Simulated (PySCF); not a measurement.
```yaml
atoms:
  - { symbol: C, position_ang: [0.4212, 0.0486, -0.2544] }
  - { symbol: Si, position_ang: [1.4056, 1.5607, 0.4142] }
  - { symbol: O, position_ang: [-0.2820, -0.4578, 0.8666] }
  - { symbol: Si, position_ang: [-1.2826, -1.7972, 0.7689] }
  - { symbol: C, position_ang: [-0.4435, 0.4636, -1.3702] }
  - { symbol: H, position_ang: [1.1744, -0.6875, -0.6075] }
  - { symbol: H, position_ang: [2.2870, 1.1382, 1.5445] }
  - { symbol: H, position_ang: [2.2517, 2.1247, -0.6823] }
  - { symbol: H, position_ang: [0.4354, 2.5933, 0.8804] }
  - { symbol: H, position_ang: [-1.5577, -2.2022, 2.1738] }
  - { symbol: H, position_ang: [-2.5716, -1.4930, 0.0767] }
  - { symbol: H, position_ang: [-0.5859, -2.8977, 0.0311] }
  - { symbol: H, position_ang: [-1.4148, 0.9178, -1.1555] }
  - { symbol: H, position_ang: [-0.0352, 0.5561, -2.3791] }
```

Geometry: PBE0-D3(BJ)/def2-SVP.

Level of theory: UKS B3LYP, IGLO-III on C O Si, pcH-1 on H, non-relativistic, mean-field spin-orbit, GIAO in PySCF.

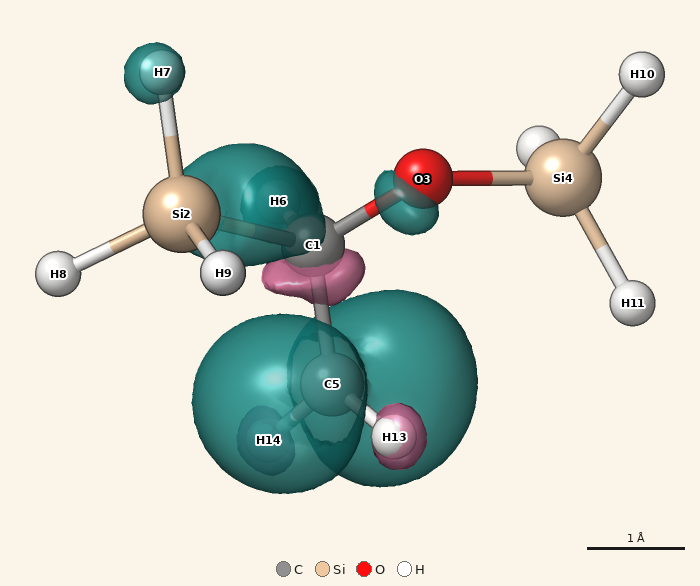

C₂H₉OSi₂ (SMILES [CH2]C([SiH3])O[SiH3]) (doublet). Isosurfaces of the spin density at +0.02 (teal) and −0.02 e/Å³ (pink), seen at a tilt.

### Which atoms carry the spin?

The unpaired spin (1 electron) lies mostly on C5 (about 0.7) and Si2 (about 0.1), in electrons by Hirshfeld's partition.
